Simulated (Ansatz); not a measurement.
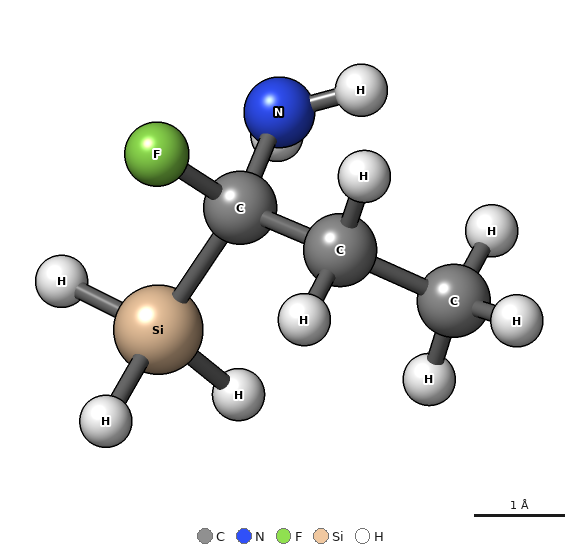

C₃H₁₀FNSi, before the relaxation. The picture is a ball-and-stick view, seen at a tilt.

The run prepares an end point of a later path (inversion) calculation, from a guessed geometry.

Computed with Ansatz 0.2.0, RKS PBE0/6-31G*.

The input:
```yaml
crystal:
  periodic: [false, false, false]
  atoms:
    - { symbol: C, position_ang: [0.2007, -1.8175, -0.6808] }
    - { symbol: C, position_ang: [0.9778, -0.5461, -0.3376] }
    - { symbol: C, position_ang: [0.1494, 0.7306, -0.013] }
    - { symbol: "N", position_ang: [-0.5996, 1.1382, -1.1236] }
    - { symbol: F, position_ang: [1.0945, 1.7349, 0.0945] }
    - { symbol: Si, position_ang: [-0.7851, 0.7096, 1.6302] }
    - { symbol: H, position_ang: [-0.4574, -1.5873, -1.5598] }
    - { symbol: H, position_ang: [0.8545, -2.5913, -0.9448] }
    - { symbol: H, position_ang: [-0.4778, -2.0729, 0.1821] }
    - { symbol: H, position_ang: [1.656, -0.3234, -1.1541] }
    - { symbol: H, position_ang: [1.6356, -0.7921, 0.5224] }
    - { symbol: H, position_ang: [-0.47228, 0.55307, -1.88863] }
    - { symbol: H, position_ang: [-1.6521, 1.1203, -0.90221] }
    - { symbol: H, position_ang: [0.0945, 0.4309, 2.7998] }
    - { symbol: H, position_ang: [-1.4669, 1.9829, 1.8789] }
    - { symbol: H, position_ang: [-1.8222, -0.3354, 1.6444] }
basis:
  gaussian: { orbitals: "6-31G*" }
hamiltonian:
  xc: pbe0
relax:
  f_tol: 0.015
  max_steps: 40
```

Launched with:
```bash
ansatz run input.yaml --threads 2 --pin off --max-ram 3072MiB --backend cpu --events-out ev --progress --plain --runs-dir out
```

Predict the outcome.

Answer. After 17 accepted moves (19 points after the start) the energy has fallen by 16.3 kcal/mol. The largest force component goes from 4.4 to 0.012 eV/Å. The line search rejected the trial steps at points 12, 16 of the run. The atom that moves furthest after the best rigid fit is H13 (0.74 Å). Largest moves by element: H 0.74 Å, N 0.30 Å, Si 0.14 Å, C 0.12 Å, F 0.08 Å. Near-neighbour distances that change, for instance: N4–H13 1.076 → 1.015 Å, C3–F5 1.383 → 1.432 Å, C1–H8 1.047 → 1.095 Å, N4–H12 0.972 → 1.019 Å. Among the angles between lasting bonds that change: N4–C3–F5 102.5° → 111.2°, H8–C1–H9 113.7° → 107.5°, N4–C3–Si6 115.4° → 110.2°.

Final geometry:

```xyz
16

C     0.1857   -1.8719   -0.5712
C     0.9584   -0.5753   -0.3681
C     0.0983    0.6413   -0.0522
N    -0.8017    0.9151   -1.1123
F     1.0280    1.7161    0.1273
Si   -0.8421    0.5859    1.6175
H    -0.5733   -1.7587   -1.3507
H     0.8645   -2.6797   -0.8631
H    -0.3259   -2.1874    0.3449
H     1.5323   -0.3288   -1.2745
H     1.6963   -0.6862    0.4343
H    -0.3115    0.9914   -2.0019
H    -1.3144    1.7776   -0.9594
H     0.1382    0.4831    2.7317
H    -1.6025    1.8617    1.7428
H    -1.8008   -0.5498    1.7027
```

After the run, drawn alike:

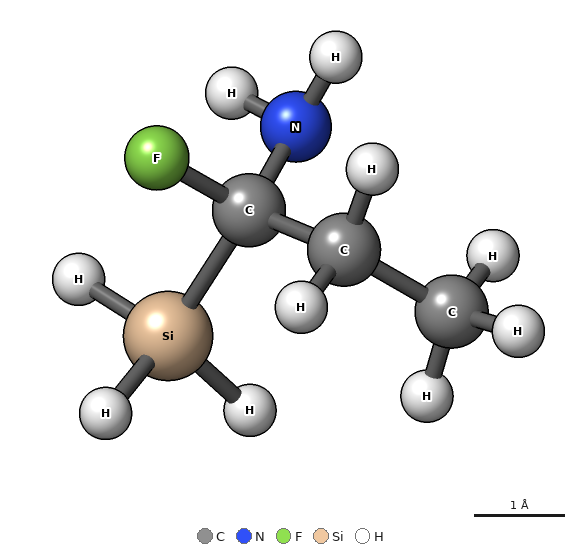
